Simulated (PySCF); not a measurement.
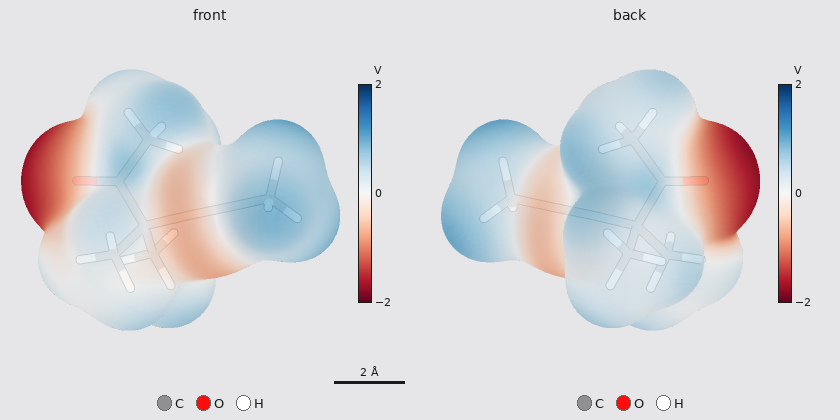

Figure. C$_{8}$H$_{12}$O (SMILES CC#CC(C)(C)C(C)=O). The electrostatic potential painted on the density surface at 0.002 e/bohr³, seen from the front and from behind; the colour scale runs from red (negative) to blue (positive).

Geometry: GFN2-xTB.

All numbers below come from PBE0/pcSseg-1, SCF density, gas phase, non-relativistic (PySCF 2.14.0).

The calculation's input:

```
{"job": {"kind": "nmr", "xc": "PBE0", "basis": "pcSseg-1"}, "charge": 0, "multiplicity": 1}
C      2.587052     1.159216    -1.766934
C      1.552674     0.541484    -0.966005
C      0.687495     0.041442    -0.303840
C     -0.333474    -0.600276     0.509632
C     -1.062595    -1.670019    -0.325277
C      0.311762    -1.249178     1.739603
C     -1.413976     0.395895     0.955856
C     -1.605644     1.589519     0.060215
O     -2.076440     0.206527     1.943072
H      2.738358     0.590674    -2.684151
H      2.301426     2.178611    -2.026489
H      3.523451     1.186316    -1.210409
H     -1.540115    -1.224406    -1.195774
H     -0.350270    -2.417934    -0.667070
H     -1.822420    -2.156366     0.282595
H      0.880720    -0.510583     2.300302
H      0.981997    -2.049900     1.436251
H     -0.463760    -1.653233     2.385670
H     -0.759347     2.261181     0.195544
H     -1.622374     1.287341    -0.983736
H     -2.523441     2.110630     0.320475
```

Command:

```sh
OMP_NUM_THREADS=1 python probes_run.py task.json out
```

Question: Describe the electrostatic potential map.

Answer: The most negative region (about −1.7 V) lies over O9, the most positive (about +1.0 V) over H10, H11 and H12. O9 is the likeliest acceptor of a hydrogen bond.
